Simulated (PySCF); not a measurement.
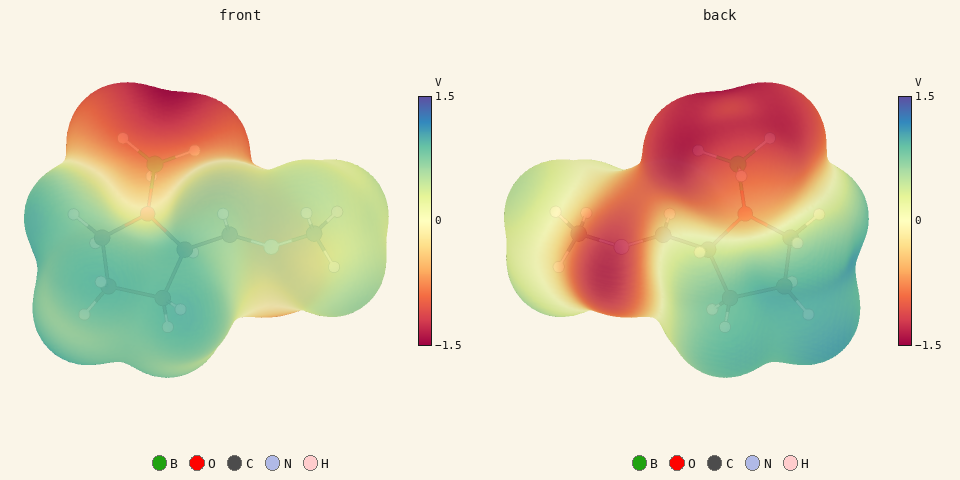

*C₆H₁₄BNO. The electrostatic potential painted on the density surface at 0.001 e/bohr³, seen from the front and from behind; the colour scale runs from red (negative) to blue (positive).*

Geometry: GFN2-xTB.

The calculation used PBE0/pcSseg-1, SCF density, gas phase, non-relativistic (PySCF 2.14.0).

```xyz
23

B    -0.6146    2.0137   -1.1318
O    -0.8929    0.8184   -0.0548
C    -2.2397    0.3812    0.0081
C    -2.1729   -0.8708    0.8784
C    -0.8109   -1.4746    0.5046
C    -0.0923   -0.3427   -0.2661
C     1.2878   -0.0823    0.2486
N     2.2806   -0.6548   -0.2568
C     3.5927   -0.4287    0.2564
H     0.5515    2.2193   -1.0336
H    -0.9330    1.5860   -2.2002
H    -1.2983    2.9057   -0.7500
H    -2.6089    0.1516   -0.9995
H    -2.8351    1.1906    0.4305
H    -2.9997   -1.5494    0.6814
H    -2.1953   -0.5958    1.9330
H    -0.9147   -2.3537   -0.1278
H    -0.2448   -1.7616    1.3901
H    -0.0446   -0.5731   -1.3377
H     1.3424    0.6099    1.1008
H     4.2031   -0.0284   -0.5533
H     3.6206    0.2591    1.1118
H     4.0144   -1.3926    0.5439
```

> Which sites attract a positive test charge, and which a negative one?

A positive charge is drawn to the negative regions and a negative charge to the positive ones. The most negative region (about −1.4 V) lies over H12, the most positive (about +1.0 V) over C3 and H15.

> How polar is the molecule by this calculation?

Its dipole moment is 5.23 D.
